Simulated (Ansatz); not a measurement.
The structure below was relaxed with DFT with r2SCAN, PAW potentials and a 500 eV plane-wave cutoff in Ansatz (a program for electronic structure), scalar-relativistic without spin-orbit coupling, at pressure 9 GPa.

```
CdSe
1.0
    0.00000     2.93690     2.93690
    2.93690     0.00000     2.93690
    2.93690     2.93690     0.00000
Se Cd
1 1
Direct
  0.75000   0.75000   0.75000
  0.00000   0.00000   0.00000
```

**Question.** Find the space group and the Wyckoff positions.

**Answer.** Space group F-43m (No. 216); a = 5.8738 Å, b = 5.8738 Å, c = 5.8738 Å, α = 90.00°, β = 90.00°, γ = 90.00°

| atom | site | symmetry | x | y | z |
|---|---|---|---|---|---|
| Se | 4c | -43m | 0.2500 | 0.2500 | 0.2500 |
| Cd | 4a | -43m | 0.0000 | 0.0000 | 0.0000 |

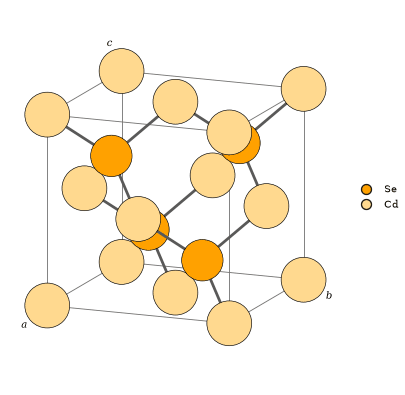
*The conventional cell*

Load acts through the strain it causes; cell and atoms are relaxed under it. Stability against distortions was not tested. Tetrahedral semiconductors of this kind turn to denser phases somewhere between about 1 and 50 GPa; those were not computed, so compressed cells here can lie past the real transition. The cell was made from CdSe in the zinc blende structure (space group F-43m, No. 216) by this change: pressure 9 GPa.
